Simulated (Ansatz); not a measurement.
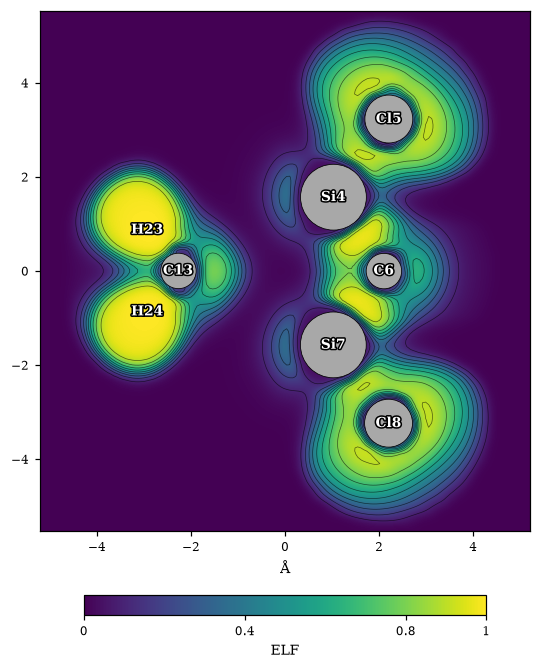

The picture shows: C6H12Cl4Si4. Electron localisation function on the plane of atoms Si4, C6 and Si7. Grey discs cover the atomic cores.

Geometry: GFN2-xTB.

All numbers below come from isolated molecule in a Gaussian basis; Hartree-Fock in Ansatz.

The calculation's input:

```
basis:
  gaussian:
    orbitals: def2-SVP
crystal:
  periodic: [false, false, false]
  atoms:
    - {symbol: Cl, position_ang: [-3.958350, 0.104350, 0.009330]}
    - {symbol: Si, position_ang: [-1.922420, 0.050410, 0.004260]}
    - {symbol: C, position_ang: [-1.217650, 1.720010, -0.573960]}
    - {symbol: Si, position_ang: [0.684520, 1.698540, -0.586800]}
    - {symbol: Cl, position_ang: [1.409200, 3.497440, -1.208930]}
    - {symbol: C, position_ang: [1.266940, 0.311990, -1.751750]}
    - {symbol: Si, position_ang: [0.602260, -1.381130, -1.194740]}
    - {symbol: Cl, position_ang: [1.239530, -2.844260, -2.460270]}
    - {symbol: C, position_ang: [-1.298580, -1.308930, -1.171240]}
    - {symbol: C, position_ang: [1.218140, -1.720050, 0.572930]}
    - {symbol: Si, position_ang: [0.635310, -0.367820, 1.777430]}
    - {symbol: Cl, position_ang: [1.308570, -0.757280, 3.659720]}
    - {symbol: C, position_ang: [-1.265970, -0.312810, 1.752480]}
    - {symbol: C, position_ang: [1.297410, 1.309620, 1.171540]}
    - {symbol: H, position_ang: [-1.591910, 1.954950, -1.568760]}
    - {symbol: H, position_ang: [-1.574370, 2.517640, 0.075150]}
    - {symbol: H, position_ang: [0.940640, 0.521650, -2.768830]}
    - {symbol: H, position_ang: [2.354740, 0.289490, -1.785690]}
    - {symbol: H, position_ang: [-1.674800, -1.129820, -2.176870]}
    - {symbol: H, position_ang: [-1.701880, -2.273770, -0.869010]}
    - {symbol: H, position_ang: [2.305040, -1.779710, 0.581360]}
    - {symbol: H, position_ang: [0.863020, -2.692720, 0.908640]}
    - {symbol: H, position_ang: [-1.623920, 0.444610, 2.447490]}
    - {symbol: H, position_ang: [-1.668150, -1.259180, 2.109540]}
    - {symbol: H, position_ang: [0.986940, 2.098240, 1.854580]}
    - {symbol: H, position_ang: [2.385750, 1.308560, 1.192410]}
hamiltonian:
  xc: hf
accuracy: high
output: {forces: true, orbitals: {seedname: orbitals}}
```

Command:

```sh
ansatz run input.yaml --threads 8 --pin off --max-ram 17400MiB --events-out events.jsonl --progress --plain --runs-dir runs
```

**What do the fields say about this system?**

- Atoms in the plane: Si, Cl, C and H.
- C–Si (1.90 Å): the ELF peaks at about 0.95 between the atoms; a shared electron pair.
- Si–Cl (2.04 Å): the ELF peaks at about 0.90 between the atoms (a shared but strongly polarised pair).
- C–H (1.09 Å): the ELF climbs to about 1 towards the hydrogen, as it does in any bond to H; an ordinary covalent bond to hydrogen.
- The ELF also peaks beside Cl8 and Cl5, away from the bonds: lone-pair regions.
